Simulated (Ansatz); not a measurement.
Level of theory: PBE (plane waves to 420 eV, PAW; Ansatz, a quantum-chemistry and plane-wave program).

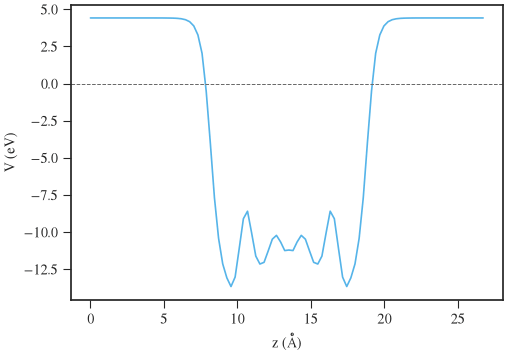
Planar average of the electrostatic potential across the slab, in eV from the Fermi level, for the (112) surface of tetragonal MoSi2 in its 1x1 cell (cut with top plane Si, bottom plane Si), outermost plane spacing 0.67 Å in the ideal cut (one of several cuts of this face), with 2 Si a cell over the bulk's ratio

Slab: 17 atoms, Mo5Si12, 10.5 Å thick at the start; k 8x8x1, smearing 0.1 eV, dipole-corrected; all atoms relaxed; symmetry of the start imposed; no spin, no spin-orbit, no U.

The vacuum level lies 4.41 eV above the Fermi level over the top face and 4.41 eV above it under the bottom face.
